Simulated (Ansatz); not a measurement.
One crystal and one scan (scan of one atom of the cell) at two levels, PBE-D3(BJ) (plane waves to 420 eV, PAW, scalar-relativistic; Ansatz, a first-principles code) and PBEsol-D3(BJ) (plane waves to 420 eV, PAW, scalar-relativistic; Ansatz), each from its own relaxed cell and on its own mesh. The cell shown is that of PBE-D3(BJ).

PtS₂ (CdI2 type)

```yaml
crystal:
  lattice:
    - [3.58366, 0.00000, 0.00000]
    - [-1.79183, 3.10354, 0.00000]
    - [0.00000, 0.00000, 4.65604]
  atoms:
    - { symbol: Pt, position: [0.00000, 0.00000, 0.00000] }
    - { symbol: S, position: [0.66667, 0.33333, 0.25904] }
    - { symbol: S, position: [0.33333, 0.66667, 0.74096] }
```

Scan: atom 2 (S, nearest neighbour Pt at 2.395 Å; its periodic images, 3.6 Å or more away, move with it) is displaced towards the nearest neighbour, direction (-0.748, -0.432, -0.504) in Cartesian axes, by s. The other atoms stay.

The energy includes the smearing's −TS. PtS2 is run without spin polarisation. PtS2 was relaxed with its symmetry unable to fall. Spin-orbit coupling is left out, though Pt is heavy. The PAW data are Ansatz's earlier set. With partly filled bands, energies and forces of such displacements shift with the k mesh and the smearing. Percentages come from the unrounded values. Both scans cover s from -0.240 to 0.240 Å.

```
quantity                                                          PBE-D3(BJ)  PBEsol-D3(BJ)  PBE-D3(BJ) − PBEsol-D3(BJ)
----------------------------------------------------------------  ----------  -------------  --------------------------
Lattice constant a (Å)                                                 3.584          3.559             +0.025 (+0.7 %)
Lattice constant c (Å)                                                 4.656          4.385             +0.271 (+6.2 %)
Relaxed volume (Å³/atom)                                               17.26          16.04              +1.22 (+7.6 %)
Energy at s = 0.240 Å (meV/cell)                                         380            408                -28 (-6.7 %)
Force along the line at s = -0.240 Å (eV/Å)                            1.362          1.325             +0.037 (+2.8 %)
Force constant k = d²E/ds² at s = 0 (finite differences) (eV/Å²)        9.63          10.29              -0.66 (-6.4 %)
```

PBE-D3(BJ) gives the higher value for: lattice constant a; lattice constant c; relaxed volume; force along the line at s = -0.240 Å. PBE-D3(BJ) gives the lower value for: energy at s = 0.240 Å; force constant k = d²E/ds² at s = 0. (PBE-D3(BJ)) At this level the bands of PtS2 touch or barely overlap; measurements give the solid a gap. Both give the same symmetry of the curve: not even: the positive side lies higher at ±0.240 Å.

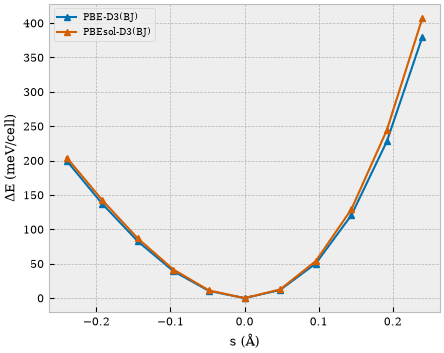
Figure: ΔE, each from the undisplaced structure of its own level.

(A displaced cell: forces are minus the slopes of the energy, force constants its curvatures, and phonons follow from these.)
